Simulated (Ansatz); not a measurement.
**Ge (diamond structure), cut as [110] wire, round, centred on atom, 1.06 nm across, core Ge to 0.4 of the radius, shell Si**

The numbers are results of PBE (plane waves to 420 eV, PAW; Ansatz, a first-principles code), not measurements.

k-points: Γ-centred 1×1×7 mesh; occupations: Fermi-Dirac, 0.020 eV; spin polarisation not allowed. Spin-orbit coupling is left out.

 The relaxation kept the symmetry of its start, so a lower minimum of less symmetry isn't excluded.

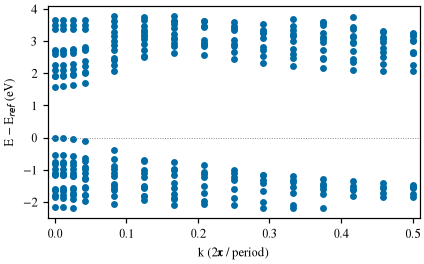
*Levels along the axis at 15 k-points, drawn as points, zero at the top of the valence band*

Electronic character: not metallic; Kohn-Sham band gap: 1.58 eV. Only levels within the plotted window are shown.
